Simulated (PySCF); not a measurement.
Run report: Os⁺, atomic calculation

- system: Os⁺, configuration 1s2 2s2 2p6 3s2 3p6 3d10 4s2 4p6 4d10 4f14 5s2 5p6 5d6 6s1, multiplicity 6.
- method: unrestricted HF, jorge-DZP-DKH, non-relativistic, point nucleus (PySCF)

**Input**
```python
from pyscf import gto, scf, dft, mp, cc
import basis_set_exchange as bse
mol = gto.M(atom="Os 0 0 0", charge=1, spin=5, symmetry="D2h",
            basis=gto.basis.parse(bse.get_basis("jorge-DZP-DKH", elements=["Os"], fmt="nwchem", header=False)))
mf = scf.UHF(mol)
mf.irrep_nelec = {'Ag': (12, 9), 'B1g': (3, 3), 'B2g': (3, 2), 'B3g': (3, 2), 'Au': (1, 1), 'B1u': (6, 6), 'B2u': (6, 6), 'B3u': (6, 6)}
mf.kernel()
```

The script is an equivalent of what the driver set up; the driver started from orbitals of its own, so the log can be shorter than this script's would be, and it computed the properties (radii, ⟨L²⟩, response) afterwards. It held the occupations shell by shell, which the script's counts by irreducible representation don't always enforce.

The run was one of a batch that the task file lists, launched with:
```bash
OMP_NUM_THREADS=1 python <driver script> TASK.json OUT
```

**Log (extracts)**
```
damping factor = 0
level_shift factor = 0
DIIS = <class 'pyscf.scf.diis.CDIIS'>
diis_start_cycle = 1
diis_space = 10
diis_damp = 0
SCF conv_tol = 1e-09
SCF conv_tol_grad = None
number electrons alpha = 40  beta = 35
cycle= 1 E= -14369.4135384282  delta_E= -0.00313  |g|= 0.0166  |ddm|= 0.0599
cycle= 2 E= -14369.4136258369  delta_E= -8.74e-05  |g|= 0.00323  |ddm|= 0.0128
cycle= 3 E= -14369.4136319663  delta_E= -6.13e-06  |g|= 0.000642  |ddm|= 0.00623
cycle= 4 E= -14369.4136327753  delta_E= -8.09e-07  |g|= 0.000253  |ddm|= 0.00306
cycle= 5 E= -14369.4136329043  delta_E= -1.29e-07  |g|= 6.83e-05  |ddm|= 0.00145
cycle= 6 E= -14369.4136329137  delta_E= -9.42e-09  |g|= 8.47e-06  |ddm|= 0.000437
cycle= 7 E= -14369.4136329138  delta_E= -1.09e-10  |g|= 6.41e-07  |ddm|= 4.52e-05
converged SCF energy = -14369.4136329138  <S^2> = 8.7533856  2S+1 = 6.0011284
```

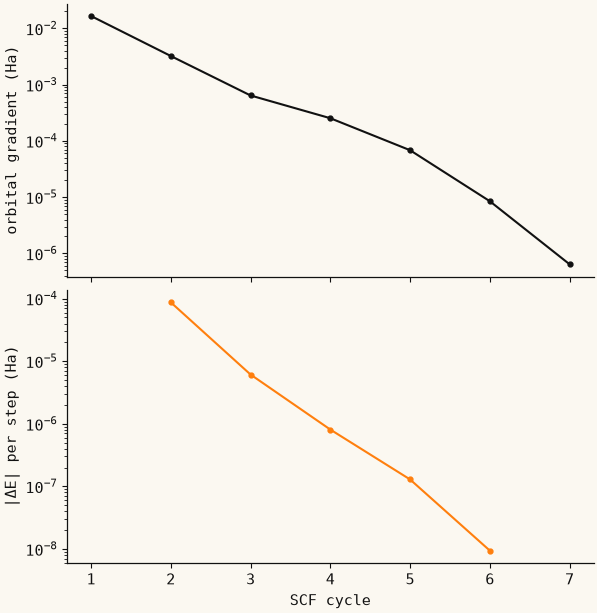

Figure 1. Convergence: orbital gradient and change of the energy from step to step (the smallest changes aren't drawn) against the SCF cycle. The residual falls at every step. It goes from 0.017 to 6.4×10⁻⁷ in 7 steps.

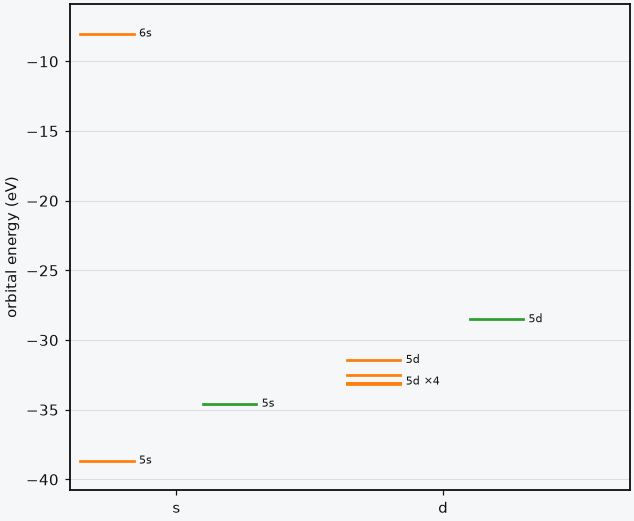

Figure 2. Orbital energies of the mean field, from the top down to −38.6 eV, by angular momentum, α spin at the left of each column and β at the right; ×n counts the orbitals under one label. Empty levels that the record names by l alone aren't drawn. The highest filled orbital is 6s α at −8.00 eV, the lowest empty one d β at −14.8 eV.

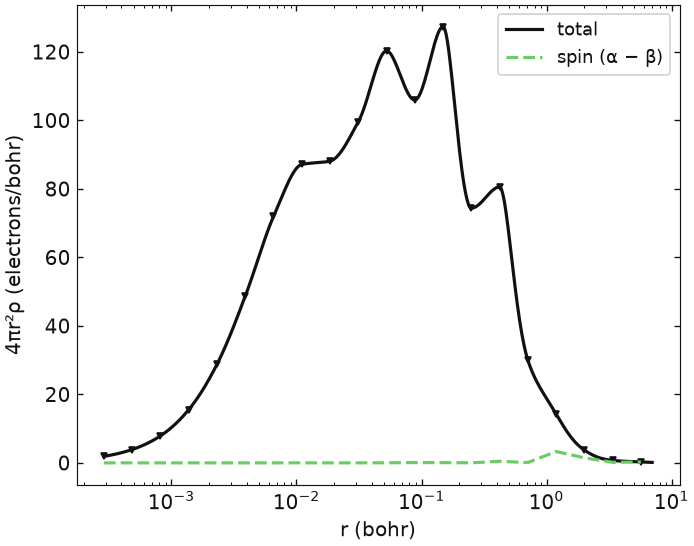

Figure 3. Spherically averaged radial density 4πr²ρ of the mean field and its spin part; markers are the stored points, which are sparse, and the line is a monotone interpolation between them. The largest stored value is 127 electrons/bohr at r = 0.15 bohr. Root-mean-square radii of the shells: 4f 0.574, 4s 0.775, 5p 1.26, 5d 1.72, 5s 2.79, 6s 6.24 bohr.

**Outcome**

- outcome: converged
- total energy: −14369.4136 hartree
- kinetic energy: 19693.5134 hartree
- −E/T (1 by the virial theorem at the basis-set limit): 0.7297
- ⟨S²⟩: 8.753
- ⟨L²⟩: 6.02
- SCF iterations: 7
- hardware: 1 thread of Intel Xeon @ 2.90GHz, 11 GiB of memory available, shared host
- wall time: 0.69 s

**What is odd here**

This input holds a deliberate oddity: basis contracted for another Hamiltonian. The program ran to the end. Its numbers are those of this setting; this run alone doesn't show how far the oddity moves them. Relativity is left out, which matters for an atom this heavy.
